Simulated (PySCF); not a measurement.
C4H5NSi (SMILES C#C[SiH2]C[C]=[N-]) (charge −1, doublet)

| atom | x (Å) | y (Å) | z (Å) |
| --- | --- | --- | --- |
| C | 2.7224 | -0.5272 | 0.5203 |
| C | 1.6952 | -0.1303 | -0.0781 |
| Si | 0.2503 | 0.9686 | -0.1060 |
| C | -1.2103 | -0.2793 | -0.4790 |
| C | -1.8281 | -0.6692 | 0.7237 |
| N | -2.3199 | -0.9605 | 1.7291 |
| H | 3.5333 | -1.2139 | 0.3892 |
| H | 0.4316 | 1.8034 | -1.3432 |
| H | -0.5225 | 1.9607 | 0.7408 |
| H | -0.8096 | -1.1560 | -0.9880 |
| H | -1.9370 | 0.2062 | -1.1347 |

Geometry: GFN2-xTB.

The calculation used UKS B3LYP, pcH-1 on C H N Si, non-relativistic, mean-field spin-orbit, GIAO (PySCF 2.14.0, density-fitted response routines).

What will maps of the electron density, electron localisation function and spin density show?

Answer. C–C (1.25 Å): the density is about 2.6 e/Å³ at the midpoint; the ELF peaks at about 0.90 between the atoms: a short, multiple covalent bond.
C–Si (1.82 Å): ρ is about 0.94 e/Å³ halfway; the ELF peaks at about 0.95 between the atoms (localised, covalent bonding).
C–H (1.07 Å): ρ at the midpoint is about 2 e/Å³; the ELF climbs to about 1 towards the hydrogen, as it does in any bond to H (an ordinary covalent bond to hydrogen).
The unpaired spin (1 electron) lies mostly on C1 (about 0.4), Si3 (about 0.3), C2 (about 0.2) and H9 (about 0.1), in electrons by Hirshfeld's partition.

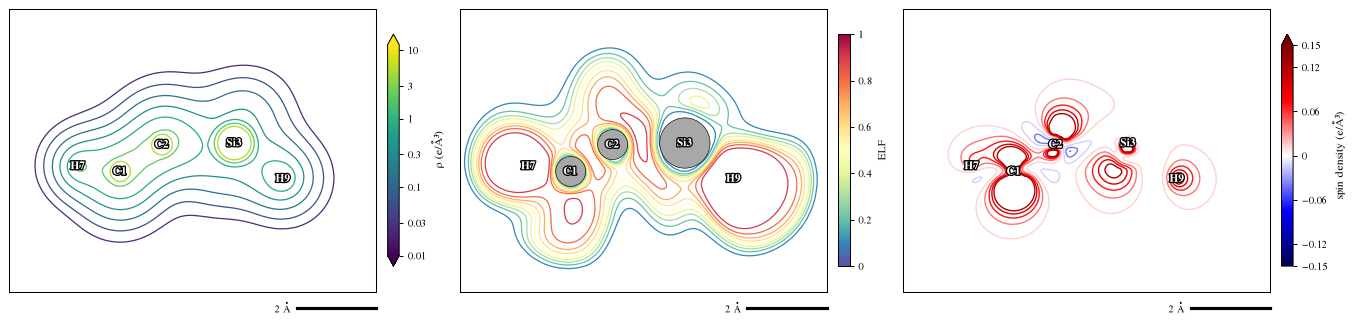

Computed electron density, electron localisation function and spin density on the plane of atoms C2, Si3 and H9, in this order. Grey discs cover the atomic cores in the ELF map. 
